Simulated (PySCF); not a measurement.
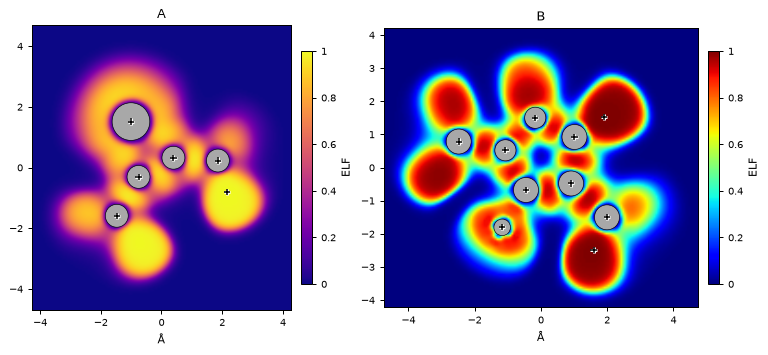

The electron localisation function of 2 systems, each on a plane through atoms (crosses mark nuclei in the plane; grey discs cover the cores).

Method: PySCF 2.14.0, PBE0/def2-SVPD, SCF density, gas phase.

System 1: C6H8NP, the plane of atoms C2, C3 and P5. Geometry: GFN2-xTB.

```yaml
atoms:
  - { symbol: C, position_ang: [-1.3648, 1.5485, -0.7774] }
  - { symbol: C, position_ang: [-0.7251, 0.7416, 0.2697] }
  - { symbol: C, position_ang: [-0.6247, -0.4231, 0.8650] }
  - { symbol: C, position_ang: [-1.0613, -1.8224, 0.9422] }
  - { symbol: P, position_ang: [0.5203, 0.8030, 1.6187] }
  - { symbol: C, position_ang: [2.1627, 0.4778, 0.6637] }
  - { symbol: C, position_ang: [1.9671, -0.4047, -0.4355] }
  - { symbol: N, position_ang: [1.7452, -1.1203, -1.3020] }
  - { symbol: H, position_ang: [-0.6459, 1.7561, -1.5703] }
  - { symbol: H, position_ang: [-1.7064, 2.5004, -0.3727] }
  - { symbol: H, position_ang: [-2.2098, 1.0082, -1.2019] }
  - { symbol: H, position_ang: [-0.3158, -2.4570, 0.4622] }
  - { symbol: H, position_ang: [-2.0119, -1.9477, 0.4253] }
  - { symbol: H, position_ang: [-1.1634, -2.1379, 1.9795] }
  - { symbol: H, position_ang: [2.8763, 0.0454, 1.3707] }
  - { symbol: H, position_ang: [2.5500, 1.4409, 0.3190] }
```

System 2: C5H7FN2, the plane of atoms N5, C7 and F8. Geometry: GFN2-xTB.

```xyz
15

C    -2.4720    0.2814    0.0910
C    -1.0438   -0.1363    0.0484
C    -0.4957   -1.4321    0.0691
N     0.8209   -1.4104    0.0060
N     1.1749   -0.1283   -0.0599
C     2.5508    0.2768   -0.1100
C     0.0781    0.6562   -0.0328
F     0.2039    1.9864   -0.0885
H    -2.9569    0.0781   -0.8638
H    -2.5463    1.3466    0.2971
H    -3.0029   -0.2700    0.8647
H    -1.0169   -2.3661    0.1295
H     3.1099   -0.4729   -0.6664
H     2.9655    0.3541    0.8978
H     2.6260    1.2444   -0.6040
```

### Match each panel to its system.

Panel A is system 1, C6H8NP: the plane holds C, P and H. C–C (1.31 Å): the ELF peaks at about 0.85 between the atoms (a multiple bond). Panel B is system 2, C5H7FN2: the plane holds C, N, F and H. C–N (1.32 Å): the ELF peaks at about 0.90 between the atoms (a covalent bond).
